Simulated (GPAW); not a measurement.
# Ni K ELNES/XANES of Ni (Nickel, Fm-3m) from DFT, part 3 of 4

Aim: the dependence of the Ni K near-edge features of Ni (Nickel, Fm-3m) on volume.

GPAW 26.7.0; X-ray absorption from dipole matrix elements to empty bands, plane-wave PAW RPBE.

So far. Step 4 (Spectrum with XCH, Ni atom 1): The total-energy difference is 8330.13 eV. The tabulated edge of the element is 8333 eV. The functional leaves an error of a few eV in such absolute values. Step 6 (Spectrum with XCH, Ni atom 1): The scaled spectrum changes by 6 % r.m.s. The highest intensity below 24 eV goes from 15.1 eV (1.63) to 15.7 eV (1.63).

## 7. Supercell without a hole, the energy reference

Level of this step: plane-wave PAW DFT, RPBE, self-consistent field (GPAW).

The cell changes for the next run, so it gets a reference energy of its own.

The cell differs from the one that the last finished run ended in (a 5.458 → 5.515 Å, b 5.458 → 5.515 Å, c 5.458 → 5.515 Å).

scf.py reads:

```python
import numpy as np
from ase import Atoms
from ase.parallel import parprint, paropen
from gpaw import GPAW, PW, FermiDirac, Mixer, MixerDif, setup_paths
from gpaw.test import gen
setup_paths.insert(0, '.')
gen('Ni', name='nch1s', xcname='RPBE', corehole=(1, 0, 0), write_xml=True)
from gpaw.mpi import world
world.barrier()

atoms = Atoms('Ni13',
    cell=[[-1.74413646, 5.23240938, 0],
     [0, -1.74413646, 5.23240938],
     [5.23240938, 0, -1.74413646]],
    scaled_positions=[[0, 0, 0],
     [0.38461538, 0.15384615, 0.46153846],
     [0.15384615, 0.46153846, 0.38461538],
     [0.46153846, 0.38461538, 0.15384615],
     [0.76923077, 0.30769231, 0.92307692],
     [0.53846154, 0.61538462, 0.84615385],
     [0.30769231, 0.92307692, 0.76923077],
     [0.84615385, 0.53846154, 0.61538462],
     [0.61538462, 0.84615385, 0.53846154],
     [0.92307692, 0.76923077, 0.30769231],
     [0.07692308, 0.23076923, 0.69230769],
     [0.69230769, 0.07692308, 0.23076923],
     [0.23076923, 0.69230769, 0.07692308]],
    magmoms=[2.0, 2.0, 2.0, 2.0, 2.0, 2.0, 2.0, 2.0, 2.0, 2.0, 2.0, 2.0, 2.0],
    pbc=True)
atoms.calc = calc = GPAW(legacy_gpaw=True, mode=PW(430, force_complex_dtype=True), xc='RPBE', setups={0: 'nch1s'},
    kpts={'size': (5, 5, 5), 'gamma': True}, occupations=FermiDirac(0.1),
    charge=0, mixer=MixerDif(0.05, 8, 50), maxiter=150,
    convergence={'density': 0.0001, 'eigenstates': 1e-6}, txt='scf.txt')
energy = atoms.get_potential_energy() + calc.get_reference_energy()
ef = calc.get_fermi_level()
out = dict(energy=energy, fermi=ef, forces=atoms.get_forces().tolist(), magmoms=atoms.get_magnetic_moments().tolist())
parprint(f'all-electron energy {energy:.4f} eV, Fermi level {ef:.4f} eV')
ev = np.array([[calc.get_eigenvalues(k, s) for k in range(len(calc.get_ibz_k_points()))] for s in range(calc.get_number_of_spins())])
out['homo'], out['lumo'], out['counts'] = ev[ev < ef].max(), ev[ev > ef].min(), sorted(set((ev < ef).sum((0, 2)).tolist()))
out['filled'] = (ev[:, 0] < ef).sum(1).tolist()
import json
with paropen('out.json', 'w') as f:
    json.dump(out, f)
```

Launch:

```bash
OMP_NUM_THREADS=1 mpirun -n 4 gpaw python scf.py
```

Numbers of over 12 decimals in the logs are rounded to 6 here.

Log:

```text
Input parameters:
  convergence: {density: 0.0001,
                eigenstates: 1e-06}
  kpts: {gamma: True,
         size: (5, 5, 5)}
  maxiter: 150
  mixer: {backend: pulay,
          beta: 0.05,
          method: difference,
          nmaxold: 8,
          weight: 50}
  mode: {ecut: 430.0,
         force_complex_dtype: True,
         name: pw}
  occupations: {fixmagmom: False,
                name: fermi-dirac,
[...]
*s    :     0.795780
3p(6) :    -2.624023     0.051096
4p(0) :    -0.044900     1.003134
3d(8) :    -0.323916     0.223387
*d    :     0.676084
--------------------------------

Diagonalizing with gridspacing h=0.050

state   all-electron     PAW
-------------------------------
4s:      -0.204220    -0.204454
3p:      -2.624023    -2.624754
3d:      -0.323916    -0.324670
*f:                    0.069845
-------------------------------
all-electron energy -537943.3513 eV, Fermi level 9.0583 eV
[key lines of the parts left out:]
Converged after 13 iterations.
Dipole moment: (-0.000000, 0.000000, -0.000000) |e|*Ang
Free energy:    -87.997354
Fermi level: 9.05825
```

The job ended after 83 s (4 MPI ranks of AMD EPYC 9R45 (Zen 5), shared host; peak memory 0.56 GiB; 5.5 min of CPU time).

Reference energy: -537943.351 eV with the cores included.

## 8. Spectrum with XCH, Ni atom 1

Shorter bonds are expected to push antibonding states and scattering resonances up, and longer ones down; the cell is scaled to test that.

Changed against the first core-hole run: volume scale from 1 to 0.97.

xas.py reads:

```python
import numpy as np
from ase import Atoms
from ase.parallel import parprint, paropen
from gpaw import GPAW, PW, FermiDirac, Mixer, MixerDif, setup_paths
from gpaw.test import gen
setup_paths.insert(0, '.')
gen('Ni', name='fch1s', xcname='RPBE', corehole=(1, 0, 1), write_xml=True)
from gpaw.mpi import world
world.barrier()

atoms = Atoms('Ni13',
    cell=[[-1.74413646, 5.23240938, 0],
     [0, -1.74413646, 5.23240938],
     [5.23240938, 0, -1.74413646]],
    scaled_positions=[[0, 0, 0],
     [0.38461538, 0.15384615, 0.46153846],
     [0.15384615, 0.46153846, 0.38461538],
     [0.46153846, 0.38461538, 0.15384615],
     [0.76923077, 0.30769231, 0.92307692],
     [0.53846154, 0.61538462, 0.84615385],
     [0.30769231, 0.92307692, 0.76923077],
     [0.84615385, 0.53846154, 0.61538462],
     [0.61538462, 0.84615385, 0.53846154],
     [0.92307692, 0.76923077, 0.30769231],
     [0.07692308, 0.23076923, 0.69230769],
     [0.69230769, 0.07692308, 0.23076923],
     [0.23076923, 0.69230769, 0.07692308]],
    magmoms=[2.0, 2.0, 2.0, 2.0, 2.0, 2.0, 2.0, 2.0, 2.0, 2.0, 2.0, 2.0, 2.0],
    pbc=True)
atoms.calc = calc = GPAW(legacy_gpaw=True, mode=PW(430, force_complex_dtype=True), xc='RPBE', setups={0: 'fch1s'},
    kpts={'size': (5, 5, 5), 'gamma': True}, occupations=FermiDirac(0.1),
    charge=-1, mixer=MixerDif(0.05, 8, 50), maxiter=150,
    convergence={'density': 0.0001, 'eigenstates': 1e-6}, txt='scf.txt')
energy = atoms.get_potential_energy() + calc.get_reference_energy()
ef = calc.get_fermi_level()
out = dict(energy=energy, fermi=ef, forces=atoms.get_forces().tolist(), magmoms=atoms.get_magnetic_moments().tolist())
parprint(f'all-electron energy {energy:.4f} eV, Fermi level {ef:.4f} eV')
ev = np.array([[calc.get_eigenvalues(k, s) for k in range(len(calc.get_ibz_k_points()))] for s in range(calc.get_number_of_spins())])
out['homo'], out['lumo'], out['counts'] = ev[ev < ef].max(), ev[ev > ef].min(), sorted(set((ev < ef).sum((0, 2)).tolist()))
out['filled'] = (ev[:, 0] < ef).sum(1).tolist()

from ase.units import Ha
from gpaw.xas import dipole_matrix_elements
nb = int(calc.get_number_of_electrons() / 2) + 150
top, nb = nb, nb + 8 + nb // 12
nscf = calc.fixed_density(kpts={'size': (7, 7, 7), 'gamma': True}, nbands=nb,
    convergence={'bands': top, 'eigenstates': 5e-3}, maxiter=60, txt='nscf.txt')
cell = atoms.cell.array
ops = [cell.T @ U.T @ np.linalg.inv(cell.T) for U in nscf.wfs.kd.symmetry.op_scc]
E = np.arange(-6, 34, 0.1)
fwhm = np.interp(E, [4, 25], [1.44, 3.5])
Y, X, zero, highest = 0, 0, 1e9, 1e9
for spin in range(nscf.get_number_of_spins()):
    wfs = nscf.wfs
    mine = wfs.bd.get_slice()  # this rank's bands
    A = dipole_matrix_elements(wfs.setups[0])
    eps = np.zeros((wfs.kd.nibzkpts, nb))
    d = np.zeros((3, A.shape[1], wfs.kd.nibzkpts, nb), complex)
    for kpt in wfs.kpt_u:
        if kpt.s == spin and 0 in kpt.P_ani:
            eps[kpt.k, mine] = kpt.eps_n * Ha
            d[:, :, kpt.k, mine] = (kpt.weight * wfs.nspins / 2) ** 0.5 * np.inner(A, kpt.P_ani[0])
    world.sum(eps)
    world.sum(d)
    T = np.einsum('amkn,bmkn->abkn', d, d.conj()).real
    T = sum(np.einsum('ai,ijkn,bj->abkn', R, T, R) for R in ops) / len(ops)
    empty = eps > ef
    zero, highest = min(zero, eps[empty].min()), min(highest, eps[:, top - 1].min())
    lines = [(eps, T, empty)] if spin == 0 else lines + [(eps, T, empty)]
for eps, T, empty in lines:
    f = np.einsum('aakn->akn', T).reshape(3, -1)
    x = eps.ravel() - zero
    w = np.interp(x, E, fwhm) / 2.35482
    g = np.exp(-0.5 * ((E[:, None] - x) / w) ** 2) / (w * (2 * np.pi) ** 0.5)
    Y = Y + (f * empty.ravel()) @ g.T
    X = X + (f * ~empty.ravel()) @ g.T
out.update(E=E.round(2).tolist(), xas=Y.tolist(), xes=X.tolist(), zero=zero, valid=highest - zero, nk=len(eps), nb=nb)
for i in range(0, len(E), 10):
    parprint(f'{E[i]:7.2f}', *(f'{v:10.3e}' for v in Y[:, i]))
import json
with paropen('out.json', 'w') as f:
    json.dump(out, f)
```

Launch:

```bash
OMP_NUM_THREADS=1 mpirun -n 4 gpaw python xas.py
```

Log:

```text
Input parameters:
  charge: -1
  convergence: {density: 0.0001,
                eigenstates: 1e-06}
  kpts: {gamma: True,
         size: (5, 5, 5)}
  maxiter: 150
  mixer: {backend: pulay,
          beta: 0.05,
          method: difference,
          nmaxold: 8,
          weight: 50}
  mode: {ecut: 430.0,
         force_complex_dtype: True,
         name: pw}
  occupations: {fixmagmom: False,
[...]
4s:      -0.555255    -0.555615
3p:      -3.438124    -3.438753
3d:      -0.937399    -0.938089
*f:                   -0.021592
-------------------------------
all-electron energy -529613.1795 eV, Fermi level 9.0302 eV
  -6.00  5.256e-30  5.256e-30  5.256e-30
  -5.00  1.525e-23  1.525e-23  1.525e-23
  -4.00  3.159e-18  3.159e-18  3.159e-18
  -3.00  4.764e-14  4.764e-14  4.764e-14
[...]
32.00  2.805e-07  2.805e-07  2.805e-07
  33.00  2.621e-07  2.621e-07  2.621e-07
[key lines of the parts left out:]
Converged after 36 iterations.
Dipole moment: (0.000000, 0.000000, -0.000000) |e|*Ang
Free energy:   -132.832081
Fermi level: 9.03017
```

Elapsed: 6.5 min, on 4 MPI ranks; peak memory 1.2 GiB; 26 min of CPU time.

```tsv
E (eV)	first run	this run
-2.0	0.00	0.00
-1.0	0.02	0.02
0.0	0.20	0.20
1.0	0.52	0.52
2.0	0.72	0.72
3.0	0.80	0.81
4.0	0.74	0.76
5.0	0.59	0.61
6.0	0.57	0.55
7.0	0.71	0.69
8.0	0.78	0.79
9.0	0.81	0.81
10.0	0.88	0.87
11.0	1.01	0.98
12.0	1.18	1.13
13.0	1.35	1.30
14.0	1.54	1.49
15.0	1.63	1.62
16.0	1.58	1.61
17.0	1.44	1.49
18.0	1.29	1.34
19.0	1.16	1.19
20.0	1.06	1.08
21.0	1.05	1.03
22.0	1.16	1.10
23.0	1.32	1.25
24.0	1.42	1.38
25.0	1.38	1.40
26.0	1.27	1.31
27.0	1.17	1.19
28.0	1.13	1.13
29.0	1.12	1.12
30.0	1.06	1.11
31.0	0.97	1.04
32.0	0.89	0.94
```

The scaled spectrum changes by 3 % r.m.s. The highest intensity below 24 eV goes from 15.1 eV (1.63) to 15.4 eV (1.63).

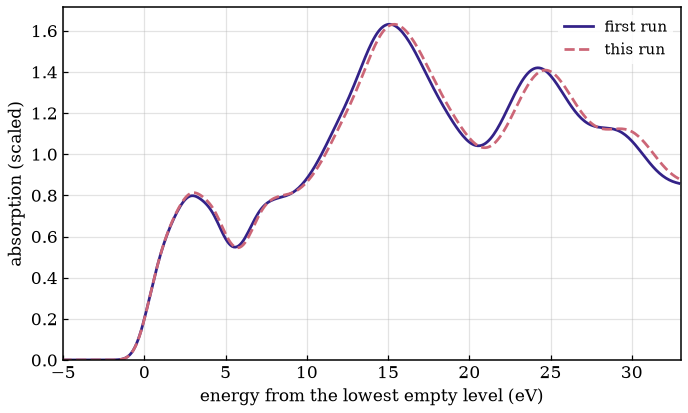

The effect of the change (volume scale from 1 to 0.97).

The photon energy of the zero moves by +0.04 eV.

## 9. Reference energy of the supercell

The cell changes for the next run, so it gets a reference energy of its own.

The cell differs from the one that the last finished run ended in (a 5.515 → 5.627 Å, b 5.515 → 5.627 Å, c 5.515 → 5.627 Å).

scf.py: that of step 7 with these lines changed.

```diff
@@ -11,5 +11,5 @@
 atoms = Atoms('Ni13',
-    cell=[[-1.74413646, 5.23240938, 0],
-     [0, -1.74413646, 5.23240938],
-     [5.23240938, 0, -1.74413646]],
+    cell=[[-1.77938104, 5.33814311, 0],
+     [0, -1.77938104, 5.33814311],
+     [5.33814311, 0, -1.77938104]],
     scaled_positions=[[0, 0, 0],
```

Launch:

```bash
OMP_NUM_THREADS=1 mpirun -n 4 gpaw python scf.py
```

Log:

```text
Input parameters:
  convergence: {density: 0.0001,
                eigenstates: 1e-06}
  kpts: {gamma: True,
         size: (5, 5, 5)}
  maxiter: 150
  mixer: {backend: pulay,
          beta: 0.05,
          method: difference,
          nmaxold: 8,
          weight: 50}
  mode: {ecut: 430.0,
         force_complex_dtype: True,
         name: pw}
  occupations: {fixmagmom: False,
                name: fermi-dirac,
[...]
*s    :     0.795780
3p(6) :    -2.624023     0.051096
4p(0) :    -0.044900     1.003134
3d(8) :    -0.323916     0.223387
*d    :     0.676084
--------------------------------

Diagonalizing with gridspacing h=0.050

state   all-electron     PAW
-------------------------------
4s:      -0.204220    -0.204454
3p:      -2.624023    -2.624754
3d:      -0.323916    -0.324670
*f:                    0.069845
-------------------------------
all-electron energy -537943.7347 eV, Fermi level 8.2706 eV
[key lines of the parts left out:]
Converged after 13 iterations.
Dipole moment: (0.000000, 0.000000, 0.000000) |e|*Ang
Free energy:    -88.399062
Fermi level: 8.27061
```

It took 83 s on 4 MPI ranks; peak memory 0.54 GiB; 5.5 min of CPU time.

Reference energy: -537943.735 eV with the cores included.

## 10. Spectrum with XCH, Ni atom 1

Shorter bonds are expected to push antibonding states and scattering resonances up, and longer ones down; the cell is scaled to test that.

Changed against the first core-hole run: volume scale from 1 to 1.03.

xas.py: that of step 8 with these lines changed.

```diff
@@ -11,5 +11,5 @@
 atoms = Atoms('Ni13',
-    cell=[[-1.74413646, 5.23240938, 0],
-     [0, -1.74413646, 5.23240938],
-     [5.23240938, 0, -1.74413646]],
+    cell=[[-1.77938104, 5.33814311, 0],
+     [0, -1.77938104, 5.33814311],
+     [5.33814311, 0, -1.77938104]],
     scaled_positions=[[0, 0, 0],
@@ -43,3 +43,3 @@
 from gpaw.xas import dipole_matrix_elements
-nb = int(calc.get_number_of_electrons() / 2) + 150
+nb = int(calc.get_number_of_electrons() / 2) + 155
 top, nb = nb, nb + 8 + nb // 12
```

Launch:

```bash
OMP_NUM_THREADS=1 mpirun -n 4 gpaw python xas.py
```

Log:

```text
Input parameters:
  charge: -1
  convergence: {density: 0.0001,
                eigenstates: 1e-06}
  kpts: {gamma: True,
         size: (5, 5, 5)}
  maxiter: 150
  mixer: {backend: pulay,
          beta: 0.05,
          method: difference,
          nmaxold: 8,
          weight: 50}
  mode: {ecut: 430.0,
         force_complex_dtype: True,
         name: pw}
  occupations: {fixmagmom: False,
[...]
4s:      -0.555255    -0.555615
3p:      -3.438124    -3.438753
3d:      -0.937399    -0.938089
*f:                   -0.021592
-------------------------------
all-electron energy -529613.6363 eV, Fermi level 8.2419 eV
  -6.00  6.065e-30  6.065e-30  6.065e-30
  -5.00  1.726e-23  1.726e-23  1.726e-23
  -4.00  3.501e-18  3.501e-18  3.501e-18
  -3.00  5.161e-14  5.161e-14  5.161e-14
[...]
32.00  2.590e-07  2.590e-07  2.590e-07
  33.00  2.546e-07  2.546e-07  2.546e-07
[key lines of the parts left out:]
Converged after 30 iterations.
Dipole moment: (0.000000, -0.000000, -0.000000) |e|*Ang
Free energy:   -133.305232
Fermi level: 8.24185
```

It took 6.8 min on 4 MPI ranks; peak memory 1.2 GiB; 27 min of CPU time.

```tsv
E (eV)	first run	this run
-2.0	0.00	0.00
-1.0	0.02	0.02
0.0	0.20	0.20
1.0	0.52	0.51
2.0	0.72	0.71
3.0	0.80	0.78
4.0	0.74	0.72
5.0	0.59	0.57
6.0	0.57	0.59
7.0	0.71	0.72
8.0	0.78	0.78
9.0	0.81	0.81
10.0	0.88	0.90
11.0	1.01	1.05
12.0	1.18	1.22
13.0	1.35	1.41
14.0	1.54	1.58
15.0	1.63	1.63
16.0	1.58	1.55
17.0	1.44	1.40
18.0	1.29	1.25
19.0	1.16	1.12
20.0	1.06	1.05
21.0	1.05	1.09
22.0	1.16	1.24
23.0	1.32	1.39
24.0	1.42	1.43
25.0	1.38	1.35
26.0	1.27	1.23
27.0	1.17	1.15
28.0	1.13	1.13
29.0	1.12	1.09
30.0	1.06	1.00
31.0	0.97	0.91
32.0	0.89	0.86
```

The scaled spectrum changes by 3 % r.m.s. The highest intensity below 24 eV goes from 15.1 eV (1.63) to 14.8 eV (1.63).

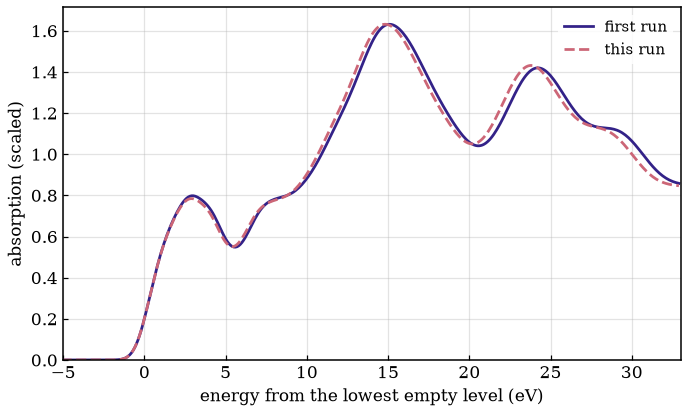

The effect of the change (volume scale from 1 to 1.03).

The photon energy of the zero moves by -0.04 eV.

## 11. Supercell without a hole, the energy reference

The cell changes for the next run, so it gets a reference energy of its own.

The cell differs from the one that the last finished run ended in (a 5.627 → 5.681 Å, b 5.627 → 5.681 Å, c 5.627 → 5.681 Å).

scf.py: that of step 9 with these lines changed.

```diff
@@ -11,5 +11,5 @@
 atoms = Atoms('Ni13',
-    cell=[[-1.77938104, 5.33814311, 0],
-     [0, -1.77938104, 5.33814311],
-     [5.33814311, 0, -1.77938104]],
+    cell=[[-1.79649152, 5.38947455, 0],
+     [0, -1.79649152, 5.38947455],
+     [5.38947455, 0, -1.79649152]],
     scaled_positions=[[0, 0, 0],
```

Launch:

```bash
OMP_NUM_THREADS=1 mpirun -n 4 gpaw python scf.py
```

Log:

```text
Input parameters:
  convergence: {density: 0.0001,
                eigenstates: 1e-06}
  kpts: {gamma: True,
         size: (5, 5, 5)}
  maxiter: 150
  mixer: {backend: pulay,
          beta: 0.05,
          method: difference,
          nmaxold: 8,
          weight: 50}
  mode: {ecut: 430.0,
         force_complex_dtype: True,
         name: pw}
  occupations: {fixmagmom: False,
                name: fermi-dirac,
[...]
*s    :     0.795780
3p(6) :    -2.624023     0.051096
4p(0) :    -0.044900     1.003134
3d(8) :    -0.323916     0.223387
*d    :     0.676084
--------------------------------

Diagonalizing with gridspacing h=0.050

state   all-electron     PAW
-------------------------------
4s:      -0.204220    -0.204454
3p:      -2.624023    -2.624754
3d:      -0.323916    -0.324670
*f:                    0.069845
-------------------------------
all-electron energy -537943.6927 eV, Fermi level 7.9055 eV
[key lines of the parts left out:]
Converged after 11 iterations.
Dipole moment: (0.000000, 0.000000, 0.000000) |e|*Ang
Free energy:    -88.366291
Fermi level: 7.90548
```

It took 74 s on 4 MPI ranks; peak memory 0.56 GiB.

Reference energy: -537943.693 eV with the cores included.

(Continued in part 4 of 4.)

[Banner, clock and machine lines of the logs are left out without a mark of their own.]

[Logs are printed without paths, hosts, clocks, repeated set-up lines and the standing remarks that a program may print on its own settings, such as how far it seeks lower states.]

[Hosts, paths, dates, database ids (printed as entryN), source tags and the programs' standing remarks are cut or masked in the printed files.]

[Lists of maxima count a maximum above −3 eV only where it reaches 4 % of the highest in the window and stands out from its surroundings by 2 % of it (1.5 % where it reaches 55 %); shoulders and weaker maxima are passed over, and of the rest the first, up to two pre-edge ones and the few strongest are named.]
